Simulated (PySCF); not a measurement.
System: C$_{5}$H$_{11}$PSi.

Input file:

```
{"job": {"kind": "nmr", "xc": "PBE0", "basis": "pcSseg-1"}, "charge": 0, "multiplicity": 1}
C      2.629539     0.544722    -0.485008
C      2.112715    -0.651866    -0.266819
C      1.271371    -0.998406     0.909674
P     -0.496885    -1.368838     0.350024
C     -1.408546    -0.074097     1.286104
C     -1.021745     0.352992    -0.103435
Si    -2.354554     0.572563    -1.418326
H      3.214295     0.761351    -1.362703
H      2.502484     1.356605     0.213868
H      2.258522    -1.448215    -0.985689
H      1.270340    -0.192145     1.646396
H      1.640120    -1.914240     1.382289
H     -2.456569    -0.279424     1.465699
H     -0.915472     0.390382     2.131144
H     -0.187922     1.047208    -0.158644
H     -1.718224     0.585363    -2.735170
H     -3.033787     1.849607    -1.172787
H     -3.314440    -0.527243    -1.314938
```

Run with:

```sh
OMP_NUM_THREADS=1 python probes_run.py task.json out
```

Geometry: GFN2-xTB.

All numbers below come from PBE0/pcSseg-1, SCF density, gas phase, non-relativistic in PySCF.

### What can the converged electron density and electron localisation function tell about the bonding?

C–C (1.32 Å): ρ is about 2.3 e/Å³ halfway; the ELF peaks at about 0.95 between the atoms; a multiple bond.
C–H (1.08 Å): the density is about 2 e/Å³ at the midpoint; the ELF climbs to about 1 towards the hydrogen, as it does in any bond to H (a covalent bond by its length).
C–C (1.49 Å): the density is about 1.7 e/Å³ at the midpoint; the ELF peaks at about 0.95 between the atoms (a shared electron pair).

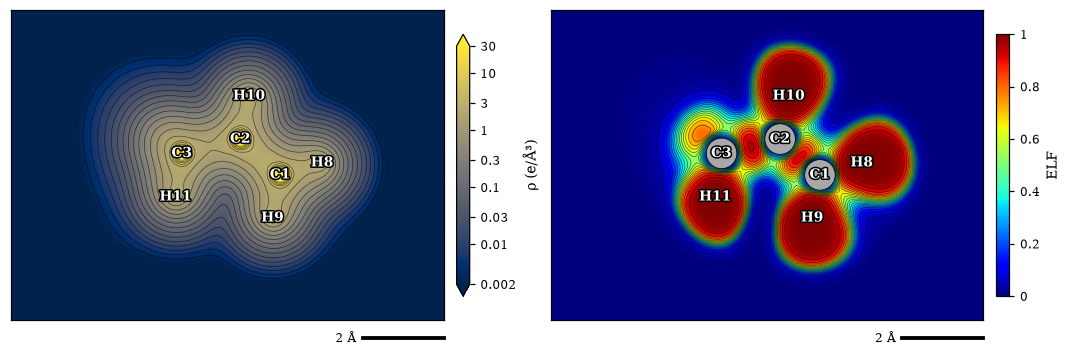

Computed electron density and electron localisation function on the plane of atoms C1, C2 and H10, in this order. Grey discs cover the atomic cores in the ELF map. 
